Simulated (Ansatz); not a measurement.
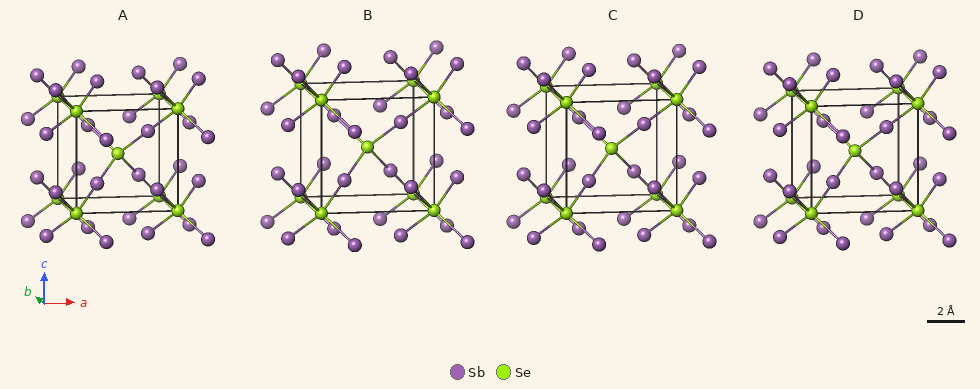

4 geometries from one relaxation of a crystal of Sb2Se (a generated structure, set up in Pn-3m) (coarse preliminary run), in shuffled order. Style: ball-and-stick. Shown: the cell of the calculation, slightly off an axis.

Theory: Ansatz 0.2.0, DFT PBE, scalar-relativistic, plane waves, PAW. Settings: plane-wave cutoff 420 eV; k-point mesh 4 × 4 × 4; occupations gaussian; smearing width 0.1 eV; no spin polarisation; cell and atoms relaxed; force threshold 0.04 eV/Å; at most 70 steps.

> Put them in the order of the run, from the start to the converged end.

A, D, C, B. They are steps 0, 1, 2, 6, at +477 meV per atom, +128 meV per atom, +18.3 meV per atom relative to the last. The atoms keep their places relative to the cell (all moves are under 0.005 Å). The drawn cell changes as follows: a = b = c 5.596 → 6.211 Å (+11.0 %); the volume changes by +36.7 %. Near-neighbour distances that change, for instance: Sb–Se 2.423 → 2.689 Å. The space group stays Pn-3m (No. 224). Over 4 accepted moves (6 points after the start) the energy falls by 477 meV per atom. All forces vanish by symmetry, so only the cell relaxes. Pressure: 18.72 GPa at the start and 0.06 GPa at the end. At 2 points the geometry stayed and the basis and grid were re-selected for the new cell (energy shift of 4.2 meV per atom at most each time).
